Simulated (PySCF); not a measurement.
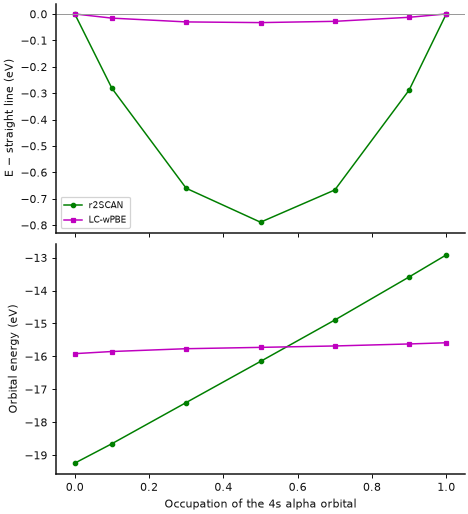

One 4s alpha orbital of Mn⁺ ([Ar] 3d⁵ 4s) is emptied in steps. The plot gives the energy less the straight line between the integer ends; the lower panel gives the orbital energy. PySCF, x2c-TZVPall, spin-free X2C-1e, unrestricted single determinants, no spin-orbit coupling.

Q: Describe the curvature of each method.

A: r2SCAN: convex (delocalisation error), largest departure −0.79 eV, removal energy 16.14 eV, orbital energy from −12.9 eV when full to −19.2 eV when empty; LC-wPBE: convex (delocalisation error), largest departure −0.033 eV, removal energy 15.73 eV, orbital energy from −15.6 eV when full to −15.9 eV when empty. The measured removal energy is 15.64 eV. The exact energy is a straight line between whole electron numbers.
